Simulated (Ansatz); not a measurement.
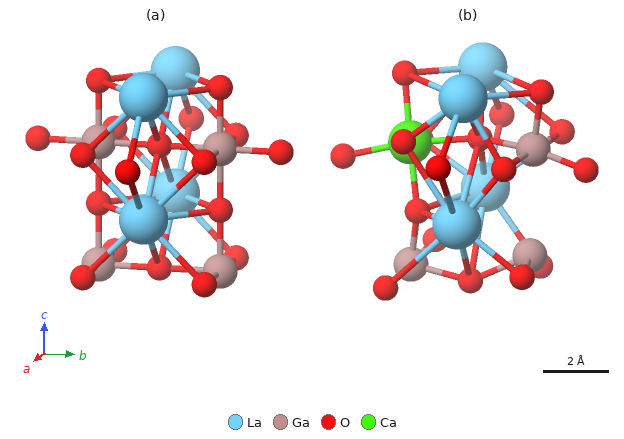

Left: perfect LaGaO3. Right: the same region with a pair of point defects, after relaxing the atoms in a supercell of 40 sites. Style: ball-and-stick. Shown: the atoms within 4.4 Å of one point, slightly off an axis.

Level of theory: Ansatz, DFT, PBEsol, PAW, plane waves. Set-up: plane-wave cutoff 420 eV; k-point mesh 1 × 1 × 1; mesh shifted by (0.25, 0.25, 0.25); no spin polarisation. Fermi-Dirac smearing of 0.01 eV. A uniform background neutralises the charged cell. The axes drawn are those of the host's conventional cell.

**Which defect is it?**

A gallium atom is replaced by calcium and an oxygen atom is taken out (a vacancy), the two sites 4.3 Å apart.

The charge state of the cell is −1.

**How does the lattice respond?**

In the host the Ga atom has 6 O at 1.93 Å; the Ca atom ends with 6 O at 2.13 to 2.15 Å. Around the empty O site the host had 2 Ga at 1.93 Å; after relaxation the nearest atoms are 1 Ga at 1.47 Å. Of the host's atoms, an oxygen atom moves furthest from its site, by 0.60 Å.

Limits of the set-up: the periodic images lie only 7.7 Å apart, so the values are limited by the cell's size; the cell is charged, on a uniform background, and energies carry no finite-size correction.
